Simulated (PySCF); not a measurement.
# [Hf(NH2)3(H2O)]+: how tightly the ligands are held

What does it cost to pull a ligand from [Hf(NH2)3(H2O)]+? The structure is generated, not taken from experiment.

Program: PySCF 2.14.0. Level of theory: PBE0, Hf def2-SVP with ECP60, N def2-SVP, H def2-SVP, O def2-SVP; scalar-relativistic core potentials, no spin–orbit coupling. These are calculated values, not measurements.

1 further run of the same task is left out (for a known fault of the program).

## 1. The system as given

13 atoms, charge 1, spin multiplicity 1.

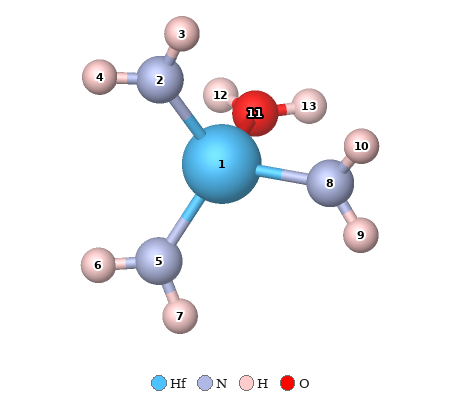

The geometry (hafnium blue, nitrogen light blue, hydrogen pink, oxygen red); atoms are numbered from 1 in the order of the file.

Coordinates:

```xyz
13
charge 1, multiplicity 1
Hf    0.08821   -0.08821    0.13804
N     1.13037    1.23544    1.21723
H     2.02463    1.66027    0.96790
H     0.89501    1.55997    2.15707
N    -1.23544   -1.13037    1.21723
H    -1.55997   -0.89501    2.15707
H    -1.66027   -2.02463    0.96790
N     1.16013   -1.16013   -1.17243
H     0.93685   -2.09844   -1.50959
H     2.09844   -0.93685   -1.50959
O    -1.11694    1.11694   -1.31068
H    -1.78843    1.78843   -1.11765
H    -1.04396    1.04396   -2.27399
```

Formal oxidation states: Hf +4. An earlier session relaxed this geometry at PBE0, Hf def2-SVP with ECP60, N def2-SVP, H def2-SVP, O def2-SVP (singlet, point group Cs).

## 2. NH2 taken off

The ligand (atoms 2, 3, 4) keeps its formal charge and a closed shell where it can; ligand and rest are solved at the complex's geometry, in vacuum, with the settings of the relaxation.

```csv
part,charge,state,energy (Eh)
complex,1,singlet,-291.769168
ligand,-1,singlet,-55.727551
rest,2,singlet,-235.406069
```

Run time: 2.1 s. Hardware: 2 threads of Arm Neoverse V1, shared host.

## 3. Rigid scan of NH2

Atoms 2, 3, 4 move together along the line from atom 1; the distance is to the donor, the donors' midpoint or the ring centre. Each point starts from the density of the one before.

```csv
distance (Å),energy from the relaxed point (eV)
1.70,1.693
1.80,0.645
1.90,0.139
2.00,0.000
2.10,0.105
2.20,0.369
2.40,1.155
2.70,2.530
3.10,4.208
3.60,5.768
```

Wall time 29 s (2 threads of Arm Neoverse V1, shared host).

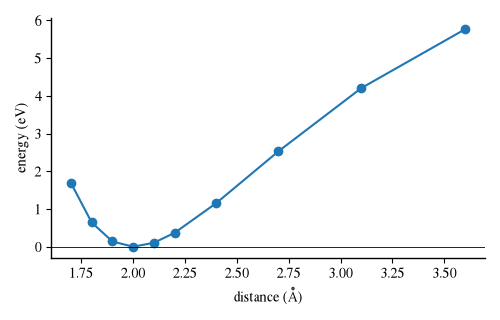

Energy along the rigid scan of NH2.

## 4. H2O taken off

The ligand (atoms 11, 12, 13) keeps its formal charge and a closed shell where it can; ligand and rest are solved at the complex's geometry, in vacuum, with the settings of the relaxation.

```csv
part,charge,state,energy (Eh)
complex,1,singlet,-291.769168
ligand,0,singlet,-76.275745
rest,1,singlet,-215.414630
```

Run time: 1.9 s. Hardware: 2 threads of Arm Neoverse V1, shared host.

## 5. Rigid scan of H2O

Atoms 11, 12, 13 move together along the line from atom 1; the distance is to the donor, the donors' midpoint or the ring centre. Each point starts from the density of the one before.

```csv
distance (Å),energy from the relaxed point (eV)
1.94,0.656
2.04,0.245
2.14,0.052
2.24,0.000
2.34,0.035
2.44,0.123
2.64,0.366
2.94,0.745
3.34,1.141
3.84,1.461
```

Wall time 22 s (2 threads of Arm Neoverse V1, shared host).

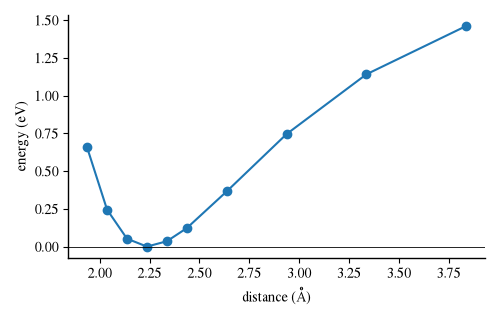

Energy along the rigid scan of H2O.

## 6. Outcome

| quantity | value |
| --- | --- |
| taking off NH2 | 17.29 eV |
| stiffness of the NH2 contact | 24.4 eV/Å² |
| taking off H2O | 2.14 eV |
| stiffness of the H2O contact | 8.8 eV/Å² |

Taking off NH2 as a fragment of charge -1 costs 17.29 eV, much of it the attraction of the two charges. Near 2.00 Å the NH2 contact has a stiffness of about 24.4 eV/Å², and the energy stands 5.77 eV higher at 3.60 Å. Taking off H2O as a fragment of charge +0 costs 2.14 eV. Near 2.24 Å the H2O contact has a stiffness of about 8.8 eV/Å², and the energy stands 1.46 eV higher at 3.84 Å. The free anion is solved without diffuse functions, no counterpoise correction is made, and the parts aren't relaxed; each of these makes the binding look larger. These are double-zeta-type bases without diffuse functions. Spin–orbit coupling is left out.
